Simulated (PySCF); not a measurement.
# C2H3FS: geometry, spin-spin couplings

Wanted: the spin-spin couplings of C2H3FS (`F[C@H]1CS1`), by calculation.

The runs use PySCF 2.14.0, with density-fitted response routines of our own; the level of theory stands in each step. All values are computed, except where a source is named. Atoms are numbered from 0 throughout.

## (1) Starting geometry

7 atoms, charge 0, multiplicity 1; geometry from: GFN2-xTB.

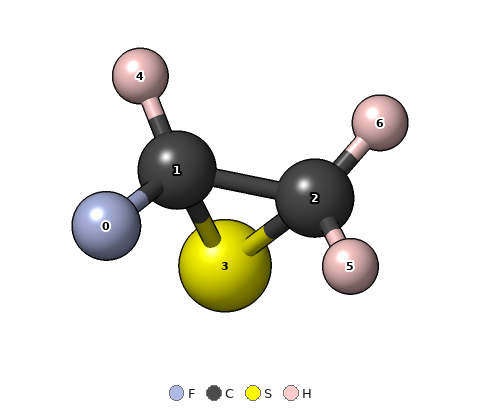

As it starts; fluorine light blue, carbon dark grey, sulfur yellow, hydrogen pink, atoms numbered; sticks join atoms by distance.

## (2) Relaxing the molecule at PBE0-D3(BJ)/def2-SVP

Job settings and geometry (Å):

```
{"job": {"xc": "PBE0", "basis": "def2-SVP", "d3": "d3bj", "grid": 1, "kind": "geom"}, "charge": 0, "multiplicity": 1}
F     -1.563147     0.436613    -0.751223
C     -0.692946    -0.075091     0.145582
C      0.745519    -0.054749    -0.195139
S      0.266850     1.078485     1.128415
H     -1.145241    -0.911240     0.669529
H      1.029538     0.423342    -1.123347
H      1.362759    -0.892455     0.099107
```

What it wrote:

```text
step   0  E = -575.43546152  max force = 0.010035
step   1  E = -575.43604720  max force = 0.002723
step   2  E = -575.43606256  max force = 0.000587
step   3  E = -575.43606589  max force = 0.000204
optimisation converged
```

Wall time 8.8 s (1 thread, shared host).

Along the way:

```csv
step,energy from step 0 (eV),largest force component (eV/Å)
0,0.0000,0.5160
1,-0.0159,0.1400
2,-0.0164,0.0302
3,-0.0164,0.0105
```

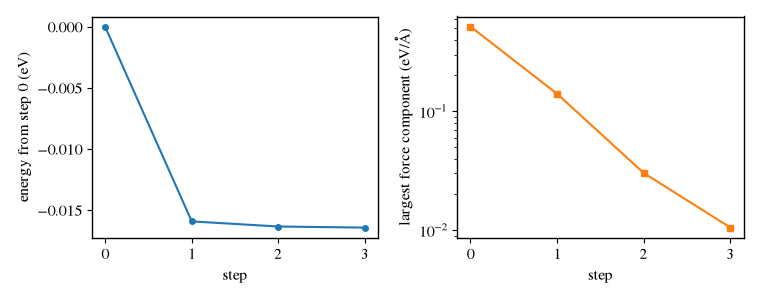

Energy and force, step by step.

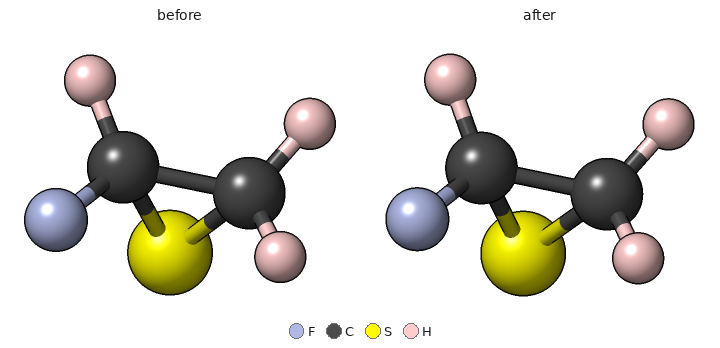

Before and after, at one scale.

Close pairs (by a distance rule), those that changed most:

| bond | before (Å) | after (Å) | change (Å) |
| --- | --- | --- | --- |
| C2–H6 | 1.081 | 1.095 | +0.014 |
| C2–H5 | 1.082 | 1.095 | +0.013 |
| C2–S3 | 1.807 | 1.818 | +0.011 |
| C1–H4 | 1.085 | 1.096 | +0.011 |
| C1–C2 | 1.478 | 1.471 | -0.007 |
| F0–C1 | 1.350 | 1.345 | -0.005 |
| C1–S3 | 1.794 | 1.796 | +0.002 |

The next job starts from the end point, and lists it.

```
                         at the end point                 value
  point group (found at 0.08 Å tolerance)                    C1
rotational constants (GHz, main isotopes)  12.925, 5.036, 4.080
                        dipole moment (D)                  1.95
```

## (3) Spin-spin couplings: B3LYP/cc-pVTZ

Job settings and geometry (Å):

```
{"job": {"kind": "j", "xc": "B3LYP", "basis": "cc-pVTZ"}, "charge": 0, "multiplicity": 1}
F     -1.581135     0.353821    -0.795560
C     -0.734909    -0.128668     0.132594
C      0.704882    -0.094751    -0.167423
S      0.172890     1.043009     1.147154
H     -1.169891    -0.987731     0.656364
H      0.988593     0.382624    -1.111467
H      1.335708    -0.937401     0.135858
```

Method: B3LYP/cc-pVTZ indirect spin-spin coupling, non-relativistic, gas phase.

What it wrote:

```text
coarse grid: 6744 points
cycle   1  E = -576.0787911089  dE =  5.198e-01  |g| = 4.828e-01  |ddm| = 5.166e+00
cycle   2  E = -576.0322063316  dE =  4.658e-02  |g| = 7.489e-01  |ddm| = 1.436e+00
cycle   3  E = -576.1179796469  dE = -8.577e-02  |g| = 6.230e-02  |ddm| = 8.425e-01
cycle   4  E = -576.1186783875  dE = -6.987e-04  |g| = 2.927e-02  |ddm| = 1.375e-01
cycle   5  E = -576.1188650757  dE = -1.867e-04  |g| = 8.569e-03  |ddm| = 4.775e-02
cycle   6  E = -576.1188838652  dE = -1.879e-05  |g| = 2.744e-03  |ddm| = 1.539e-02
cycle   7  E = -576.1188857066  dE = -1.841e-06  |g| = 6.051e-04  |ddm| = 4.468e-03
final grid: 61888 points
cycle   8  E = -576.1199612534  dE = -3.489e-05  |g| = 6.094e-03  |ddm| = 5.280e-02
cycle   9  E = -576.1199515615  dE =  9.692e-06  |g| = 9.722e-03  |ddm| = 1.810e-02
cycle  10  E = -576.1199672343  dE = -1.567e-05  |g| = 5.226e-04  |ddm| = 1.102e-02
cycle  11  E = -576.1199672903  dE = -5.603e-08  |g| = 2.963e-04  |ddm| = 1.140e-03
cycle  12  E = -576.1199673133  dE = -2.299e-08  |g| = 8.421e-05  |ddm| = 5.136e-04
cycle  13  E = -576.1199673148  dE = -1.433e-09  |g| = 1.770e-05  |ddm| = 1.455e-04
cycle  14  E = -576.1199673148  dE = -7.049e-11  |g| = 3.651e-06  |ddm| = 2.680e-05
converged SCF energy = -576.1199673148

Indirect spin-spin couplings (Hz)
  i      j    bonds     total        FC       PSO       DSO        SD
  0 F    1 C    1   -329.574  -335.603    -3.681     0.899     8.810
  0 F    2 C    2      0.997     6.739    -5.162    -0.142    -0.437
  0 F    3 S    2     19.108     4.903    12.686    -0.062     1.581
  0 F    4 H    2     67.267    64.807     6.340    -1.349    -2.531
  0 F    5 H    3      4.075     4.984    -0.294     0.043    -0.658
  0 F    6 H    3     -5.154    -3.740     0.424    -1.970     0.132
  1 C    2 C    1     30.248    32.515    -2.533     0.283    -0.017
  1 C    3 S    1    -15.902   -14.749    -0.829     0.044    -0.367
  1 C    4 H    1    197.120   195.686    -0.273     1.267     0.440
  1 C    5 H    2     -3.656    -3.542    -0.032    -0.121     0.039
  1 C    6 H    2      1.460     1.558    -0.002    -0.144     0.048
  2 C    3 S    1    -10.386   -12.887     2.363     0.029     0.109
  2 C    4 H    2      5.166     5.286     0.071    -0.269     0.077
  2 C    5 H    1    160.521   158.753     0.519     0.891     0.358
  2 C    6 H    1    161.347   159.552     0.578     0.848     0.368
  3 S    4 H    2      3.115     3.315     0.011    -0.083    -0.128
  3 S    5 H    2      2.338     2.095     0.573    -0.084    -0.247
  3 S    6 H    2      2.072     1.678     0.702    -0.091    -0.216
  4 H    5 H    3      2.117     2.559     2.312    -2.749    -0.004
  4 H    6 H    3      3.920     3.650     0.382    -0.238     0.125
  5 H    6 H    2     -1.223    -1.612     2.810    -2.748     0.327
```

It took 18 s on 1 thread, shared host.

The basis is not made for couplings: without tight functions at the nuclei these values are rough.

Couplings of 1 Hz or more, nine at most for each number of bonds (isotopes 13C, 19F, 1H, 33S):

```
 pair  bonds  J (Hz)  Fermi contact (Hz)  dihedral (°)
F0–C1      1  -329.6              -335.6             –
C1–H4      1   197.1               195.7             –
C2–H6      1   161.3               159.6             –
C2–H5      1   160.5               158.8             –
C1–C2      1    30.2                32.5             –
C1–S3      1   -15.9               -14.7             –
C2–S3      1   -10.4               -12.9             –
F0–H4      2    67.3                64.8             –
F0–S3      2    19.1                 4.9             –
C2–H4      2     5.2                 5.3             –
C1–H5      2    -3.7                -3.5             –
S3–H4      2     3.1                 3.3             –
S3–H5      2     2.3                 2.1             –
S3–H6      2     2.1                 1.7             –
C1–H6      2     1.5                 1.6             –
H5–H6      2    -1.2                -1.6             –
F0–H6      3    -5.2                -3.7          -141
F0–H5      3     4.1                 5.0             4
H4–H6      3     3.9                 3.6             0
H4–H5      3     2.1                 2.6           145
```

Quadrupole couplings from the field gradients of the same density:

```csv
atom,isotope,eQq/h (MHz),η
S3,33S,45.5,0.34
```

## (4) J couplings: B3LYP/6-31G*

The job, as its differences from that of step 3:

```diff
@@ -1,2 +1,2 @@
-{"job": {"kind": "j", "xc": "B3LYP", "basis": "cc-pVTZ"}, "charge": 0, "multiplicity": 1}
+{"job": {"kind": "j", "xc": "B3LYP", "basis": "6-31G*"}, "charge": 0, "multiplicity": 1}
 F     -1.581135     0.353821    -0.795560
```

With the program's defaults for keys left out, this is: B3LYP/6-31G* indirect spin-spin coupling, non-relativistic, gas phase.

What it wrote:

```text
coarse grid: 6744 points
cycle   1  E = -575.9937736716  dE =  5.341e-01  |g| = 4.948e-01  |ddm| = 2.624e+00
cycle   2  E = -575.9454783677  dE =  4.830e-02  |g| = 7.432e-01  |ddm| = 9.377e-01
cycle   3  E = -576.0387643424  dE = -9.329e-02  |g| = 5.955e-02  |ddm| = 5.458e-01
cycle   4  E = -576.0395635467  dE = -7.992e-04  |g| = 2.164e-02  |ddm| = 7.649e-02
cycle   5  E = -576.0396679391  dE = -1.044e-04  |g| = 7.849e-03  |ddm| = 2.838e-02
cycle   6  E = -576.0396859827  dE = -1.804e-05  |g| = 1.939e-03  |ddm| = 1.316e-02
cycle   7  E = -576.0396870653  dE = -1.083e-06  |g| = 4.189e-04  |ddm| = 2.690e-03
final grid: 61888 points
cycle   8  E = -576.0044500844  dE = -7.367e-06  |g| = 5.654e-03  |ddm| = 9.557e-03
cycle   9  E = -576.0044412351  dE =  8.849e-06  |g| = 8.909e-03  |ddm| = 1.025e-02
cycle  10  E = -576.0044562530  dE = -1.502e-05  |g| = 4.156e-04  |ddm| = 6.597e-03
cycle  11  E = -576.0044563046  dE = -5.156e-08  |g| = 1.886e-04  |ddm| = 9.179e-04
cycle  12  E = -576.0044563145  dE = -9.874e-09  |g| = 3.523e-05  |ddm| = 2.348e-04
cycle  13  E = -576.0044563147  dE = -2.290e-10  |g| = 1.060e-05  |ddm| = 4.211e-05
converged SCF energy = -576.0044563147

Indirect spin-spin couplings (Hz)
  i      j    bonds     total        FC       PSO       DSO        SD
  0 F    1 C    1   -256.701  -263.302    -1.086     1.007     6.679
  0 F    2 C    2     10.021    15.647    -5.125    -0.120    -0.381
  0 F    3 S    2     22.680     9.069    12.390    -0.057     1.277
  0 F    4 H    2     64.024    62.883     4.478    -1.166    -2.171
  0 F    5 H    3      1.683     2.623    -0.548     0.098    -0.490
  0 F    6 H    3     -5.080    -3.249    -0.161    -1.904     0.233
  1 C    2 C    1     38.976    40.814    -2.153     0.285     0.030
  1 C    3 S    1     -9.434    -8.501    -0.657     0.045    -0.320
  1 C    4 H    1    207.642   206.422    -0.452     1.322     0.349
  1 C    5 H    2     -3.362    -3.200    -0.091    -0.109     0.038
  1 C    6 H    2      0.085     0.217    -0.047    -0.135     0.051
  2 C    3 S    1     -5.866    -8.316     2.303     0.030     0.117
  2 C    4 H    2      4.418     4.557     0.036    -0.258     0.082
  2 C    5 H    1    180.159   178.656     0.185     0.953     0.365
  2 C    6 H    1    176.531   175.010     0.239     0.912     0.370
  3 S    4 H    2      2.354     2.579    -0.072    -0.080    -0.073
  3 S    5 H    2      1.574     1.362     0.472    -0.081    -0.178
  3 S    6 H    2      1.410     1.059     0.593    -0.089    -0.154
  4 H    5 H    3      1.099     2.268     1.543    -2.701    -0.010
  4 H    6 H    3      3.985     3.988     0.079    -0.198     0.117
  5 H    6 H    2     -4.599    -3.849     1.633    -2.610     0.226
```

It took 6.2 s on 1 thread, shared host.

This basis has no tight s functions, so the Fermi-contact terms are rough.

In short: J(F0,C1) -256.7 Hz, J(C1,H4) 207.6 Hz, J(C2,H5) 180.2 Hz.

## (5) Side by side: spin-spin couplings

Couplings (Hz), with basis size and wall time:

```csv
run,F0–C1,C1–H4,C2–H6,C2–H5,F0–H4,C1–C2,F0–S3,functions,time
B3LYP/cc-pVTZ,-329.6,197.1,161.3,160.5,67.3,30.2,19.1,166,18 s
B3LYP/6-31G*,-256.7,207.6,176.5,180.2,64.0,39.0,22.7,66,6.2 s
```

## (6) Outcome

| quantity | value |
| --- | --- |
| point group | C1 |
| rotational constants (main isotopes) | 12.92, 5.04, 4.08 GHz |
| largest coupling of the table (B3LYP/cc-pVTZ) | ¹J(F,C) F0–C1, -329.6 Hz |
| range of J(F0,C1), mean over like pairs | -329.6 to -256.7 Hz |

In words: Over 3 steps the energy fell by 0.016 eV; of the close pairs, C2–H6 changed most, 1.081 to 1.095 Å. Of the pairs tabulated at B3LYP/cc-pVTZ, F0–C1 couples most strongly (-329.6 Hz; Fermi contact -335.6 Hz). The coupling F0–C1, as a mean over pairs of its kind, runs from -329.6 Hz (B3LYP/cc-pVTZ) to -256.7 Hz (B3LYP/6-31G*). Couplings from bases without tight functions are rough.
